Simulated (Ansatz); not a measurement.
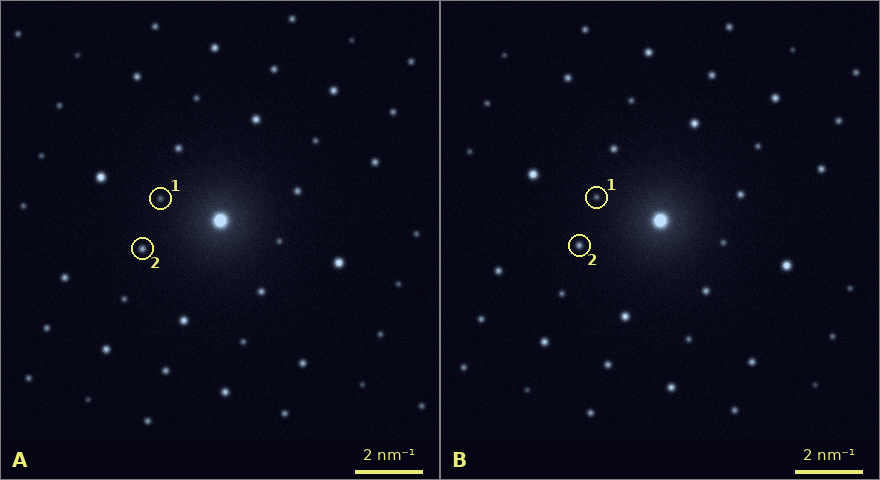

Kinematic electron diffraction patterns (200 kV, B = 0.5 Å², same scale) along [100] of the run's own cell, for the start and the end of one relaxation of K3Zn2Bi with DFT PBE, scalar-relativistic, plane waves, PAW (Ansatz 0.2.0). k mesh 6×6×8. The start is a generated model structure, and the relaxation ends in the nearest stationary point of its symmetry, not necessarily the ground state. Spot 1 is 0 0 -1 and spot 2 is 0 1 -1 in both.

Start structure:

```
CELL_PARAMETERS angstrom
7.46061 0.00000 0.00000
-3.73030 6.46108 0.00000
0.00000 0.00000 4.91775
ATOMIC_POSITIONS crystal
K 0.50000 0.00000 0.50000
K 0.50000 0.50000 0.50000
K 0.00000 0.50000 0.50000
Zn 0.33333 0.66667 0.00000
Zn 0.66667 0.33333 0.00000
Bi 0.00000 0.00000 0.00000
```

### Which pattern belongs to the start structure, and which to the relaxed one?

B is the start: its cell gives d(1) = 4.918 Å, d(2) = 3.913 Å and an angle of 37.3°. A is the relaxed structure, with d(1) = 5.239 Å (+6.5 %), d(2) = 4.002 Å (+2.3 %) and 40.2°.

### What did the relaxation do to the structure and the energy?

The volume changed by -1.8 % to 38.78 Å³ an atom; the fractional coordinates hardly changed; the space group stayed P6/mmm (No. 191); the free energy fell by 3 meV an atom. Relaxed cell: a = 7.161 Å, b = 7.161 Å, c = 5.239 Å, α = 90.00°, β = 90.00°, γ = 120.00°.
